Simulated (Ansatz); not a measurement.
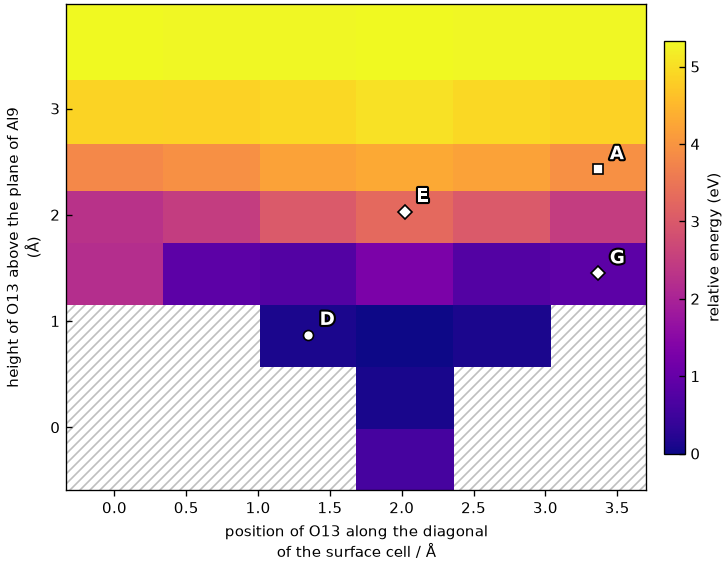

O on an Al(100) slab cut from the Fm-3m phase, its upper half relaxed before the scan (12 atoms of substrate and one adsorbate in a 2 × 2 cell). O is moved along a line over the surface and along the normal, above a rigid substrate. The first coordinate is: position of O13 along the diagonal of the surface cell, from above Al9; the second: height of O13 above the plane of Al9. Grid: 6 × 8 points; 24 points were computed and 11 follow by symmetry. At 13 points there is no value (left out of the scan, as a rule where atoms come close). Points are written as (first, second). All energies are given in eV relative to the lowest grid point. Method: DFT PBE, scalar-relativistic, plane waves, PAW in Ansatz. Settings: cutoff 420 eV, k-mesh 5×5×1, gaussian smearing 0.1 eV, spin-polarised.

In the figure: one coloured cell a grid point, hatched blanks where no value was computed, lettered points.

Is D the lowest point of the computed grid?

Answer. No. D lies 0.12 eV above the lowest grid point, which is at (2.02 Å, 0.87 Å) [nearest 4 Al at 2.20 Å].

Rank the lettered points by energy, lowest first.

Answer. D (0.12 eV), G (0.89 eV), E (3.28 eV), A (3.93 eV).
